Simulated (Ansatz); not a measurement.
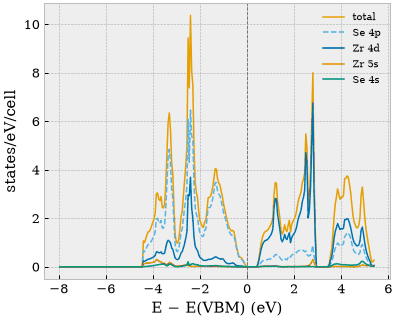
Total and projected density of states of ZrSe₂ (CdI2 type, P-3m1), the program Ansatz at the PBE level (PAW)

Question: Which orbitals carry the states next to the gap?

Answer: Top 1 eV of the valence band: Se 4p 89 %, Zr 4d 9 %. Bottom 1 eV of the conduction band: Zr 4d 78 %, Se 4p 18 %. Projections are on Löwdin-orthogonalised atomic valence shells; empty p or d shells of many metals are not among them.

Question: Where is the tallest occupied peak in this window, and what makes it?

Answer: Near -2.4 eV, about 10 states/eV per cell; the largest projected share is Se 4p.

Symmetry was held in the PBE relaxation. No spin polarisation was allowed. A crystal of weakly bound layers computed without a dispersion correction: the cell and the soft elastic constants depend strongly on that. Spin–orbit coupling is left out wherever it is not named.

Potentials: the later of the program's two PAW sets.
